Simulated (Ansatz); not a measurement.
# H₄I₂N₂Zr (SMILES [NH2][Zr]([NH2])([I])[I]): what the fields show

```tsv
atom	x (Å)	y (Å)	z (Å)
I	-1.1364	-1.0849	-2.5308
I	-2.1328	2.1639	0.5601
N	1.3900	0.8235	-0.3087
N	-0.3959	-1.2505	1.2979
Zr	-0.4716	0.1095	-0.1584
H	1.6570	1.5431	-0.9805
H	2.2098	0.5615	0.2334
H	-0.2422	-2.2498	1.1673
H	-0.6066	-1.0726	2.2795
```

Geometry: PBE0-D4/def2-SVP; core potentials replace the inner electrons of I and Zr.

Computed with isolated molecule in a Gaussian basis; Kohn-Sham density functional theory, functional PBE0 in Ansatz 0.2.0.

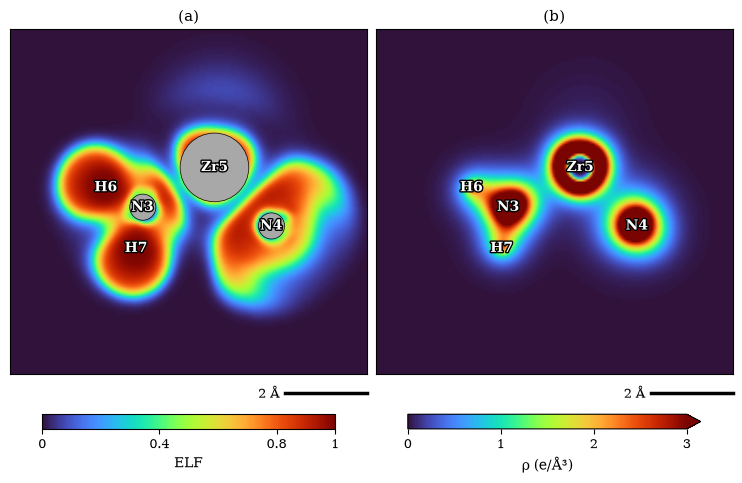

Figure 1. (a) electron localisation function; (b) electron density on the plane of atoms Zr5, N3 and H6. Grey discs cover the atomic cores in the ELF map.

> What do the fields say about this system?

- The plane passes through N, Zr and H nuclei.
- Zr–N (1.99 Å): ρ is about 0.92 e/Å³ halfway; the ELF peaks at about 0.90 in the valence shell of N, 0.6 Å from its nucleus, and drops to about 0.30 between the two atoms.
- N–H (1.02 Å): the density is about 2.7 e/Å³ at the midpoint; the ELF climbs to about 1 towards the hydrogen, as it does in any bond to H (a covalent bond by its length).

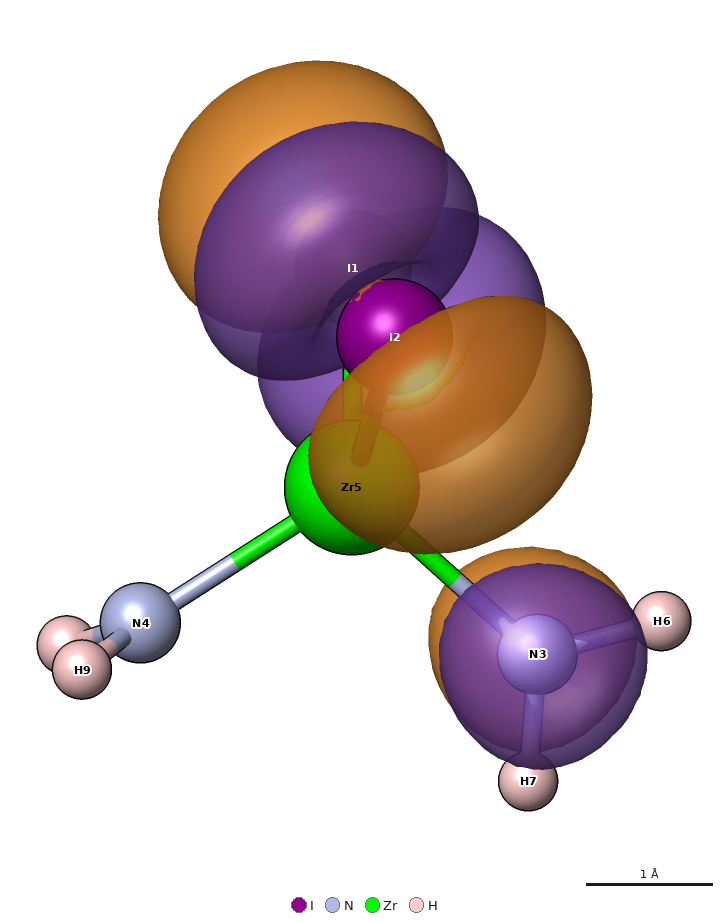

Figure 2. The HOMO at ±0.1 Å⁻³ᐟ² (orange and purple are the two phases), seen across its widest extent.

> Describe this orbital and give its energy.

Its weight (Hirshfeld) is mainly on I1 (about 40 %), I2 (about 40 %) and N3 (about 15 %); largely a combination of lone pairs on I1, I2 and N3. Its energy is −7.32 eV.
